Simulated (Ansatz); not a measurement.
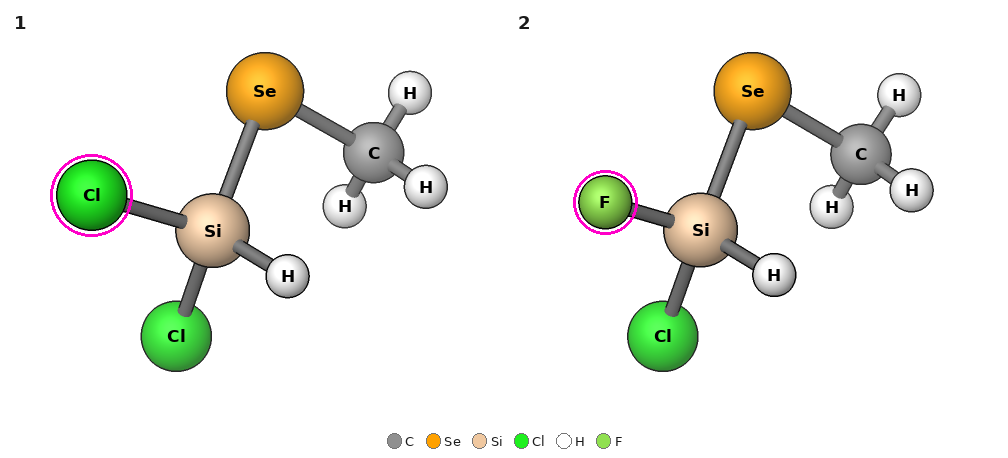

2 molecules with one skeleton, seen from the same side and at one scale; the atom that differs is circled. Charge 0, singlet. Computed geometries: PBE0-D4/def2-TZVP optimisations, one conformation each. Properties computed with Ansatz 0.2.0.

One atom differs, called X below: Cl in panel 1, F in panel 2. Their formulas are CH4Cl2SeSi (`C[Se][SiH](Cl)Cl`), CH4ClFSeSi (`C[Se][Si@@H](F)Cl`).

**In which is the dipole moment larger (PBE-D4/def2-TZVPP)?**

In panel 2 (X = F).

**In which is the length of X–Si larger (PBE0-D4/def2-TZVP)?**

In panel 1 (X = Cl).

Give the values. With PBE0-D4/def2-TZVP: length of X–Si (Å), angle Cl–Si–X (°), harmonic zero-point energy (kJ/mol). With ωB97M-V/def2-QZVPP: HOMO energy (Kohn–Sham orbital) (eV), HOMO–LUMO gap (eV). With PBE-D4/def2-TZVPP: dipole moment (D).

```json
{"quantity": "length of X–Si (Å)", "1 (Cl)": "2.039", "2 (F)": "1.588", "2 − 1": "−0.451"}
{"quantity": "angle Cl–Si–X (°)", "1 (Cl)": "109.9", "2 (F)": "108.6", "2 − 1": "−1.3"}
{"quantity": "HOMO energy (Kohn–Sham orbital) (eV)", "1 (Cl)": "−9.28", "2 (F)": "−9.29", "2 − 1": "−0.01"}
{"quantity": "HOMO–LUMO gap (eV)", "1 (Cl)": "10.29", "2 (F)": "10.22", "2 − 1": "−0.07"}
{"quantity": "dipole moment (D)", "1 (Cl)": "2.12", "2 (F)": "2.34", "2 − 1": "+0.22"}
{"quantity": "harmonic zero-point energy (kJ/mol)", "1 (Cl)": "133.4", "2 (F)": "136.7", "2 − 1": "+3.3"}
```
